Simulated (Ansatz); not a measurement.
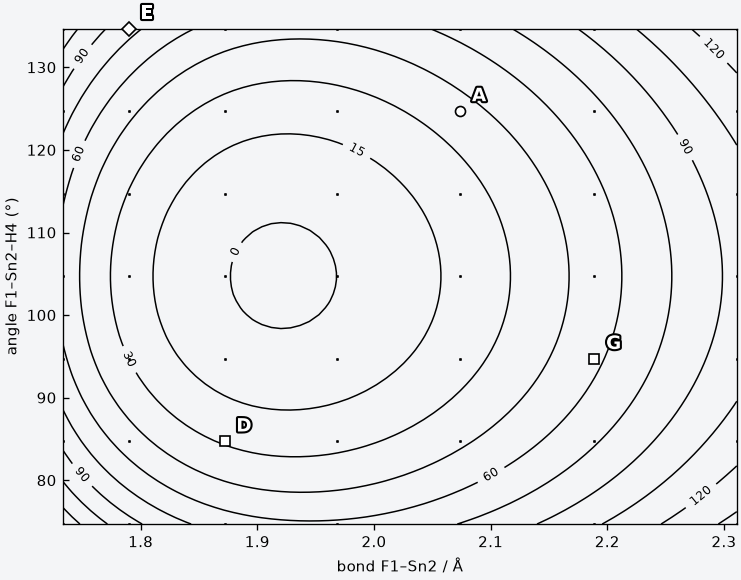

FH₃Sn, SMILES [F][SnH3]. Two internal coordinates are moved rigidly from the geometry relaxed at PBE0-D4/def2-TZVP, all others fixed. The first coordinate is: bond F1–Sn2; the second: angle F1–Sn2–H4. The scan uses a 7 × 7 grid. Points are written as (first, second). All energies are given in kJ/mol relative to the lowest grid point. Theory: RHF-CCSD(T), frozen core/def2-TZVPP (Ansatz).

In the figure: contour lines labelled in kJ/mol, dots at the grid points, lettered points. Between grid points the surface is interpolated.

**What kind of point is each of A, D, G: minimum, saddle, maximum or slope?**

A: on a slope; D: on a slope; G: on a slope. (In these two coordinates alone; a stationary point may lie a little off the grid point.)

**Rank the lettered points by energy, lowest first.**

D (29 kJ/mol), A (40 kJ/mol), G (57 kJ/mol), E (80 kJ/mol).
